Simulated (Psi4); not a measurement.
**Single-point calculation of C2H3Ge (part 2 of 2)**

The same run, continued: C2H3Ge, multiplicity 2; TPSSh/def2-SVP, UKS, dispersion D3(BJ) (Psi4 1.11). 

Geometry of the input (Å):
```
C  0.8773  -2.0671  1.0135
C  0.3691  -1.1128  0.4679
Ge -0.4299  0.3877  -0.3914
H  -1.4821  -0.0281  -1.0359
H  0.5980  0.9863  -1.3566
H  -0.8187  1.4030  0.6877
```

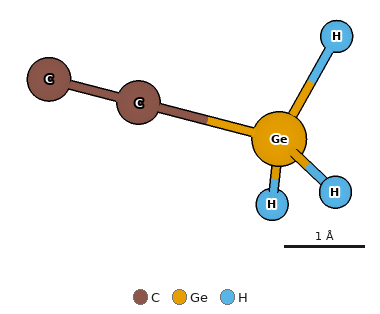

Fig. 1: The input geometry (ball-and-stick view, seen at a tilt). Sticks mark near contacts.

### The program's output, continued
```
  Running in c1 symmetry.

  Rotational constants: A =      2.89871  B =      0.13075  C =      0.13015 [cm^-1]
  Rotational constants: A =  86901.28270  B =   3919.78701  C =   3901.80910 [MHz]
  Nuclear repulsion =  143.431758061116398

  Charge       = 0
  Multiplicity = 2
  Electrons    = 47
  Nalpha       = 24
  Nbeta        = 23

  ==> Algorithm <==

  SCF Algorithm Type is DF.
  DIIS enabled.
  MOM disabled.
  Fractional occupation disabled.
  Guess Type is READ.
  Energy threshold   = 1.00e-06
  Density threshold  = 1.00e-06
  Integral threshold = 1.00e-12

  ==> Primary Basis <==

  Basis Set: DEF2-SVP
    Blend: DEF2-SVP
    Number of shells: 33
    Number of basis functions: 75
    Number of Cartesian functions: 80
    Spherical Harmonics?: true
    Max angular momentum: 2

  ==> DFT Potential <==

   => LibXC <=

    Version 7.1.2

   => Composite Functional: TPSSH-D3BJ2B <=

    TPSSh-d3bj2b Hyb-GGA Exchange-Correlation Functional

    Deriv               =              1
    GGA                 =           TRUE
    Meta                =           TRUE

    Exchange Hybrid     =           TRUE
    MP2 Hybrid          =          FALSE

   => Exchange Functionals <=

    0.9000   Tao, Perdew, Staroverov & Scuseria

   => Exact (HF) Exchange <=

    0.1000               HF

   => Correlation Functionals <=

    1.0000   Tao, Perdew, Staroverov & Scuseria

   => LibXC Density Thresholds  <==

    XC_HYB_MGGA_XC_TPSSH:  1.00E-15

   => Molecular Quadrature <=

    Radial Scheme          =       TREUTLER
    Pruning Scheme         =           NONE
    Nuclear Scheme         =       TREUTLER

    Blocking Scheme        =         OCTREE
    BS radius alpha        =              1
    Pruning alpha          =              1
    Radial Points          =             75
    Spherical Points       =            302
    Total Points           =         130073
    Total Blocks           =           1036
    Max Points             =            256
    Max Functions          =             74
    Weights Tolerance      =       1.00E-15

   => Loading Basis Set <=

    Name: (DEF2-SVP AUX)
    Role: JKFIT
    Keyword: DF_BASIS_SCF

   => Loading Basis Set <=

    Name: DEF2-SVP
    Role: ORBITAL
    Keyword: BASIS

  Reading orbitals from file scr/job.default.9370.180.npy, no projection.

  ==> Integral Setup <==

  DFHelper Memory: AOs need 0.023 GiB; user supplied 0.550 GiB.
  SCF_SUBTYPE=INCORE selected. In-core MEM_DF algorithm will be used.
  Using in-core AOs.

  ==> MemDFJK: Density-Fitted J/K Matrices <==

    J tasked:                   Yes
    K tasked:                   Yes
    wK tasked:                   No
    Memory [MiB]:               563
    Algorithm:                 Core
    Schwarz Cutoff:           1E-12
    Mask sparsity (%):       0.9956
    Fitting Condition:        1E-10

   => Auxiliary Basis Set <=

  Basis Set: (DEF2-SVP AUX)
    Blend: DEF2-UNIVERSAL-JKFIT
    Number of shells: 128
    Number of basis functions: 470
    Number of Cartesian functions: 609
    Spherical Harmonics?: true
    Max angular momentum: 5

  Cached 100.0% of DFT collocation blocks in 0.567 [GiB].

  Minimum eigenvalue in the overlap matrix is 1.6638974251E-03.
  Reciprocal condition number of the overlap matrix is 3.7551931520E-04.
    Using symmetric orthogonalization.

  ==> Pre-Iterations <==

  SCF Guess: Orbitals guess was supplied from a previous computation.

   -------------------------------------------------------
    Irrep   Nso     Nmo     Nalpha   Nbeta   Ndocc  Nsocc
   -------------------------------------------------------
     A         75      75      24      23      23       1
   -------------------------------------------------------
    Total      75      75      24      23      23       1
   -------------------------------------------------------

  ==> Iterations <==

                           Total Energy        Delta E     RMS |[F,P]|

   @DF-UKS iter   0: -2154.42785246628637   -2.15443e+03   2.85811e-03
   @DF-UKS iter   1: -2154.45407824361610   -2.62258e-02   2.09563e-03 DIIS/ADIIS
   @DF-UKS iter   2: -2154.45658097034675   -2.50273e-03   2.23498e-03 DIIS/ADIIS
   @DF-UKS iter   3: -2154.46225014763377   -5.66918e-03   2.81582e-04 DIIS/ADIIS
   @DF-UKS iter   4: -2154.46293817746391   -6.88030e-04   2.95033e-04 DIIS/ADIIS
   @DF-UKS iter   5: -2154.46352032374170   -5.82146e-04   1.95516e-04 DIIS/ADIIS
   @DF-UKS iter   6: -2154.46379775841251   -2.77435e-04   1.74980e-05 DIIS
   @DF-UKS iter   7: -2154.46380037728750   -2.61887e-06   7.14066e-06 DIIS
   @DF-UKS iter   8: -2154.46380064719551   -2.69908e-07   1.71349e-06 DIIS
   @DF-UKS iter   9: -2154.46380065857738   -1.13819e-08   2.97519e-07 DIIS
  Energy and wave function converged.

  ==> Post-Iterations <==

   Electrons on quadrature grid:
      Nalpha   =   24.0000006335 ; deviation = 6.335e-07
      Nbeta    =   23.0000011619 ; deviation = 1.162e-06
      Ntotal   =   47.0000017954 ; deviation = 1.795e-06

   @Spin Contamination Metric:   3.389242357E-02
   @S^2 Expected:                7.500000000E-01
   @S^2 Observed:                7.838924236E-01
   @S   Expected:                5.000000000E-01
   @S   Observed:                5.000000000E-01

    Orbital Energies [Eh]
    ---------------------

    Alpha Occupied:

       1A   -398.441520     2A    -49.583476     3A    -44.088754
       4A    -44.088009     5A    -44.087439     6A    -10.179315
       7A    -10.132381     8A     -6.168686     9A     -4.338228
      10A     -4.336198    11A     -4.335549    12A     -1.175762
      13A     -1.172762    14A     -1.170641    15A     -1.168806
      16A     -1.168771    17A     -0.733168    18A     -0.587694
      19A     -0.423794    20A     -0.369405    21A     -0.355801
      22A     -0.353099    23A     -0.288421    24A     -0.287452

    Alpha Virtual:

      25A     -0.012785    26A     -0.008398    27A      0.033621
      28A      0.070278    29A      0.088746    30A      0.111840
      31A      0.175720    32A      0.269970    33A      0.280454
      34A      0.290322    35A      0.374782    36A      0.388310
      37A      0.388507    38A      0.394860    39A      0.447375
      40A      0.455510    41A      0.517276    42A      0.520195
      43A      0.530099    44A      0.642634    45A      0.689874
      46A      0.690375    47A      0.794155    48A      0.870525
      49A      0.967669    50A      0.996761    51A      1.061223
      52A      1.354450    53A      1.422524    54A      1.430335
      55A      1.507013    56A      1.509416    57A      1.613076
      58A      1.613201    59A      1.639268    60A      1.806754
      61A      1.813346    62A      1.849761    63A      1.904981
      64A      1.938946    65A      1.974055    66A      1.976991
      67A      2.130529    68A      2.427575    69A      2.440125
      70A      2.500340    71A      2.507393    72A      2.535475
      73A      2.685633    74A      2.915090    75A      3.058577

    Beta Occupied:

       1A   -398.441439     2A    -49.583498     3A    -44.088693
       4A    -44.088011     5A    -44.087439     6A    -10.156630
       7A    -10.132934     8A     -6.168630     9A     -4.338014
      10A     -4.336203    11A     -4.335549    12A     -1.175648
      13A     -1.172533    14A     -1.170589    15A     -1.168704
      16A     -1.168689    17A     -0.713963    18A     -0.582543
      19A     -0.402716    20A     -0.367574    21A     -0.353653
      22A     -0.274392    23A     -0.273566

    Beta Virtual:

      24A     -0.190276    25A      0.006547    26A      0.011065
      27A      0.034759    28A      0.073609    29A      0.095854
      30A      0.114469    31A      0.175857    32A      0.270828
      33A      0.280698    34A      0.290982    35A      0.388842
      36A      0.389371    37A      0.413075    38A      0.451335
      39A      0.451862    40A      0.461425    41A      0.533310
      42A      0.542155    43A      0.546929    44A      0.642207
      45A      0.689883    46A      0.690207    47A      0.799347
      48A      0.869773    49A      0.970655    50A      1.001741
      51A      1.085062    52A      1.353979    53A      1.442166
      54A      1.447894    55A      1.520948    56A      1.523691
      57A      1.627425    58A      1.638284    59A      1.644568
      60A      1.819677    61A      1.825136    62A      1.857424
      63A      1.908378    64A      1.939767    65A      1.981821
      66A      1.984406    67A      2.174204    68A      2.428337
      69A      2.440908    70A      2.538038    71A      2.543778
      72A      2.552248    73A      2.686129    74A      2.920239
      75A      3.083211

    Final Occupation by Irrep:
              A
    DOCC [    23 ]
    SOCC [     1 ]
    NA   [    24 ]
    NB   [    23 ]

  @DF-UKS Final Energy: -2154.46380065857738

   => Energetics <=

    Nuclear Repulsion Energy =            143.4317580611163976
    One-Electron Energy =               -3282.4960559074188495
    Two-Electron Energy =                1066.6393031331988368
    DFT Exchange-Correlation Energy =     -82.0341742963420302
    Empirical Dispersion Energy =          -0.0046316491320955
    VV10 Nonlocal Energy =                  0.0000000000000000
    Total Energy =                      -2154.4638006585778385

  UHF NO Occupations:
  HONO-2 :   22  A 1.9917768
  HONO-1 :   23  A 1.9916931
  HONO-0 :   24  A 1.0000000
  LUNO+0 :   25  A 0.0083069
  LUNO+1 :   26  A 0.0082232
  LUNO+2 :   27  A 0.0003128
  LUNO+3 :   28  A 0.0001633

Computation Completed

Properties will be evaluated at   0.000000,   0.000000,   0.000000 [a0]

Properties computed using the SCF density matrix

 Multipole Moments:

 ------------------------------------------------------------------------------------
     Multipole            Electronic (a.u.)      Nuclear  (a.u.)        Total (a.u.)
 ------------------------------------------------------------------------------------

 L = 1.  Multiply by 2.5417464519 to convert [e a0] to [Debye]
 Dipole X            :         -1.5054302            1.2285562           -0.2768740
 Dipole Y            :          2.2017307           -1.8836504            0.3180803
 Dipole Z            :         -1.4905056            1.2340055           -0.2565001
 Magnitude           :                                                    0.4935854

 ------------------------------------------------------------------------------------

	total time  =          9 seconds =       0.15 minutes

  Variable Map:
  ----------------------------------------------------------------------------
  "CURRENT ENERGY"                            =>   -2154.463800658577
  "CURRENT REFERENCE ENERGY"                  =>   -2154.463800658577
  "DD SOLVATION ENERGY"                       =>       0.000000000000
  "DFT FUNCTIONAL TOTAL ENERGY"               =>   -2154.459169009446
  "DFT TOTAL ENERGY"                          =>   -2154.463800658578
  "DFT VV10 ENERGY"                           =>       0.000000000000
  "DFT XC ENERGY"                             =>     -82.034174296342
  "DISPERSION CORRECTION ENERGY"              =>      -0.004631649132
  "GRID ELECTRONS ALPHA"                      =>      24.000000633501
  "GRID ELECTRONS BETA"                       =>      23.000001161879
  "GRID ELECTRONS TOTAL"                      =>      47.000001795380
  "NUCLEAR REPULSION ENERGY"                  =>     143.431758061116
  "ONE-ELECTRON ENERGY"                       =>   -3282.496055907419
  "PCM POLARIZATION ENERGY"                   =>       0.000000000000
  "PE ENERGY"                                 =>       0.000000000000
  "SCF ITERATION ENERGY"                      =>   -2154.463800658577
  "SCF ITERATIONS"                            =>       9.000000000000
  "SCF TOTAL ENERGY"                          =>   -2154.463800658577
  "TPSSH-D3(BJ) DISPERSION CORRECTION ENERGY" =>      -0.004631649132
  "TWO-ELECTRON ENERGY"                       =>    1066.639303133199
  "XC GRID RADIAL POINTS"                     =>      75.000000000000
  "XC GRID SPHERICAL POINTS"                  =>     302.000000000000
  "XC GRID TOTAL POINTS"                      =>  130073.000000000000

  Array Variable Map:
  ----------------------------------------------------------------------------
  "CURRENT DIPOLE"                            =>      -0.276873997722 ... -0.256500102243 1 by 3
  "SCF DIPOLE"                                =>      -0.276873997722 ... -0.256500102243 1 by 3
  "SCF TOTAL ENERGIES"                        =>   -2154.427852466286 ... -2154.463800658577 1 by 10

    Psi4 run time: 0:00:10.59
```
